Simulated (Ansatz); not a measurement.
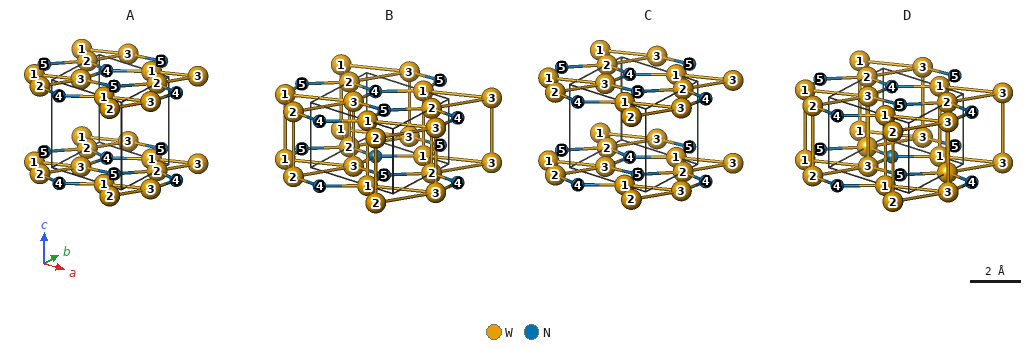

4 geometries from one relaxation of crystalline W3N2 (a generated structure, set up in P-62m) (coarse preliminary run), in shuffled order. Style: ball-and-stick. Shown: the cell of the calculation, slightly off an axis.

These are results of Ansatz 0.2.0, DFT PBE, scalar-relativistic, plane waves, PAW, not measurements. (plane-wave cutoff 420 eV; k-point mesh 6 × 6 × 6; occupations gaussian; smearing width 0.1 eV; no spin polarisation; cell and atoms relaxed; force threshold 0.04 eV/Å; at most 70 steps)

### Order the frames from highest to lowest energy.

A, C, D, B. They are steps 0, 2, 5, 14, at +2901 meV per atom, +694 meV per atom, +130 meV per atom relative to the last. The largest moves relative to the cell, 0.34 Å, are those of W1, W2 and W3. W1 goes along −a. N stays in place. The volume changes by +3.2 %, with a = b 4.733 → 5.583 Å (+18.0 %), c 3.613 → 2.679 Å (−25.8 %). Some distances before and after: W1–W2 2.036 → 2.992 Å, W1–W1 3.613 → 2.679 Å, W1–W2 (another image) 3.139 → 3.345 Å, W1–N4 1.812 → 1.931 Å. Among the angles between lasting bonds that change: N4–W2–N5 97.9° → 113.1°, W1–W2–N5 101.1° → 93.4°, W1–W2–N4 161.1° → 153.4°. The space group stays P-62m (No. 189). The energy falls by 2901 meV per atom in 11 accepted moves (14 points after the start). The largest force component goes from 16 to 0.017 eV/Å. Pressure: 105.04 GPa at the start and 0.19 GPa at the end. The line search rejected the trial step at point 8 of the run. The SCF was repeated twice at an unchanged geometry on a basis and grid sized afresh for the cell, which shifted the energy by 33.6 meV per atom at most.
